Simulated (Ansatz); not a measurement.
```yaml
atoms:
  - { symbol: Al, position_ang: [-0.1816, -0.6409, -0.1894] }
  - { symbol: F, position_ang: [-1.5632, -1.3961, -0.7457] }
  - { symbol: O, position_ang: [1.2183, -1.5837, -0.0202] }
  - { symbol: H, position_ang: [1.2834, -2.5180, -0.2237] }
  - { symbol: C, position_ang: [-0.1840, 1.2426, 0.2357] }
  - { symbol: H, position_ang: [0.7554, 1.5489, 0.7211] }
  - { symbol: H, position_ang: [-1.0226, 1.5015, 0.9025] }
  - { symbol: H, position_ang: [-0.3056, 1.8456, -0.6802] }
```

The calculation used RKS PBE0/def2-SVP (Ansatz).

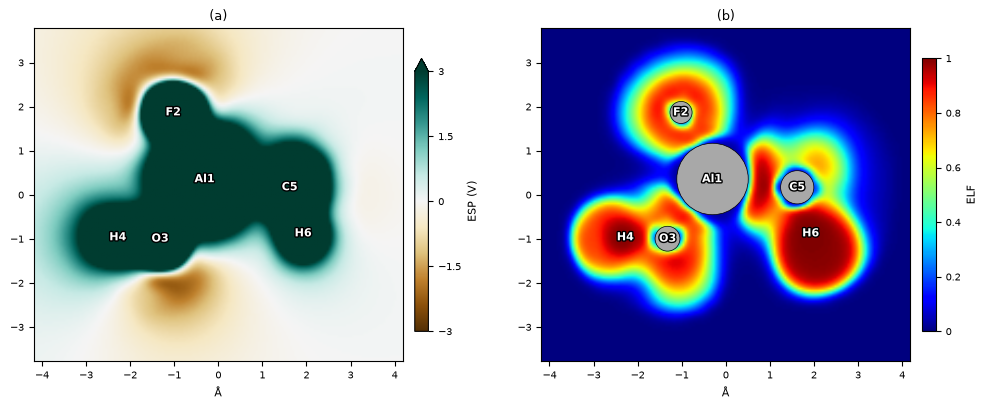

CH4AlFO. (a) electrostatic potential; (b) electron localisation function on the plane of atoms F2, Al1 and O3. Grey discs cover the atomic cores in the ELF map.

### What does the map show?

- Atoms in the plane: Al, F, O, H and C.
- Al–F (1.67 Å): the ELF peaks at about 0.85 in the valence shell of F, 0.6 Å from its nucleus, and is about 0.30 at the midpoint.
- Al–O (1.70 Å): the ELF peaks at about 0.90 in the valence shell of O, 0.6 Å from its nucleus, and is about 0.40 at the midpoint.
- C–Al (1.93 Å): the ELF peaks at about 1 between the atoms, as expected for a polar covalent bond.
- O–H (0.96 Å): the ELF climbs to about 1 towards the hydrogen, as it does in any bond to H: a covalent bond by its length.
- C–H (1.10 Å): the ELF climbs to about 1 towards the hydrogen (a covalent bond by its length).
- The ELF also peaks beside O3 and F2, away from the bonds: lone-pair regions.
- Outside the dense part of the molecule the potential is most negative (−2.2 V) near O3.
